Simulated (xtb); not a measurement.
Geometry relaxation, with input and output: CH8OSi2 (part 4 of 4)

CH8OSi2; GFN2-xTB (xtb 6.7.1). 

Geometry of the input (Å):
```
O  -0.5602  2.5574  0.0862
C  0.1350  1.4554  0.4550
Si -0.4295  -0.0918  -0.5908
Si 0.6413  -1.9958  0.0454
H  -1.4407  2.4618  0.0164
H  1.0602  1.6173  0.3349
H  -0.1216  1.3165  1.6447
H  -0.1738  0.2822  -2.0949
H  -1.8279  -0.1210  -0.4860
H  0.2492  -3.1358  -0.7162
H  0.3175  -2.4260  1.5110
H  2.1824  -1.9516  -0.0052
```

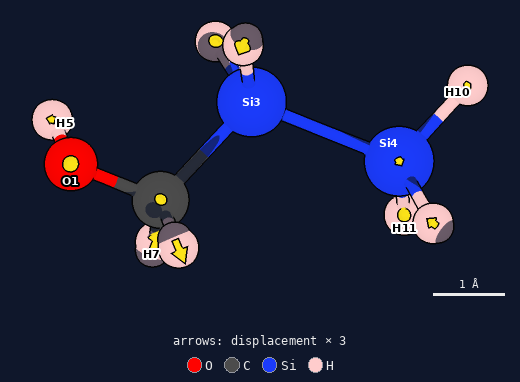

Start (faint) and end (solid) with the displacements as yellow arrows, magnified 3 times (ball-and-stick view, seen at a tilt). The two geometries are laid on each other by the best rigid fit. H6 moves most after the best rigid fit: 0.13 Å. Largest moves by element: H 0.13 Å, O 0.11 Å, C 0.07 Å, Si 0.05 Å. Among the contacts that change: C2–H6 0.947 → 1.091 Å, C2–H7 1.225 → 1.099 Å, Si3–H8 1.571 → 1.468 Å, Si4–H11 1.561 → 1.466 Å. Among the angles that change: C2–O1–H5 116.3° → 108.6°, O1–C2–H7 104.4° → 109.9°, O1–C2–H6 109.1° → 105.0°. After 11 geometry steps the energy has fallen by 109.9 kJ/mol. (Atoms are counted from 1 in the order of the input.)

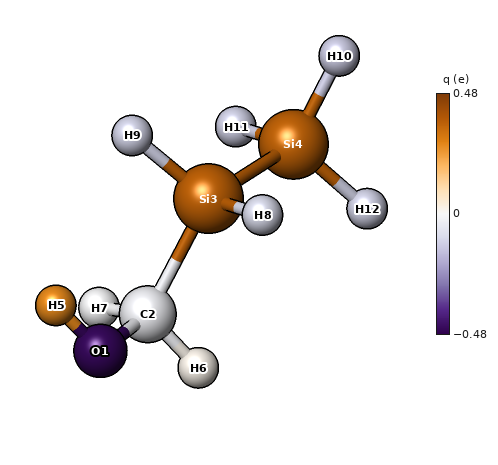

Mulliken charges, as the colour of each atom (ball-and-stick view, seen at a tilt; atoms are numbered from 1 in the order of the input). By element: O −0.45, C −0.03, Si +0.36 and H −0.12 to +0.28 e.

## Key numbers

```json
{"quantity": "outcome", "value": "converged"}
{"quantity": "electrons treated", "value": "26"}
{"quantity": "total energy", "value": "−13.708790 hartree"}
{"quantity": "dispersion energy", "value": "−0.006988 hartree"}
{"quantity": "basis functions", "value": "36"}
{"quantity": "HOMO", "value": "−10.06 eV"}
{"quantity": "LUMO", "value": "−5.78 eV"}
{"quantity": "dipole moment", "value": "1.77 D"}
{"quantity": "peak memory", "value": "0.072 GiB"}
```
